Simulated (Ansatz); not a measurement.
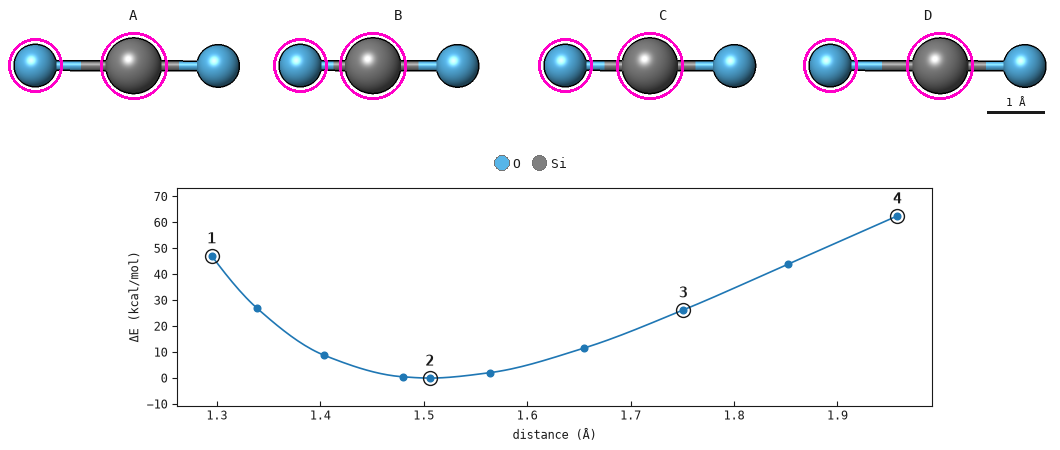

A scan of SiO₂: one O–Si bond length is varied, with the rest of the molecule carried along rigidly. The frames are shuffled; the numbered points of the plot belong to them. The picture is a ball-and-stick view, seen face on. The ringed atoms are those of the scanned coordinate.

Computed with Ansatz: PBE0-D4, basis def2-TZVPP, on geometries moved rigidly from the minimum at PBE0-D4/def2-TZVP. Energies are counted from the PBE0-D4/def2-TZVP minimum geometry at the same level.

Match the frames to the points.

Answer. Point 1 is frame B (the distance 1.295 Å, 47.1 kcal/mol); 2 is frame C (the distance 1.506 Å, 0.0 kcal/mol); 3 is frame A (the distance 1.751 Å, 26.3 kcal/mol); 4 is frame D (the distance 1.958 Å, 62.5 kcal/mol). The lowest computed point lies at the distance 1.506 Å (0.0 kcal/mol). The end points stand at 47.1 kcal/mol (1.295 Å) and 62.5 kcal/mol (1.958 Å). The curvature at the lowest point is about 62 eV/Å² (9.9 mdyn/Å). The well is steeper on the short side, as for any bond.
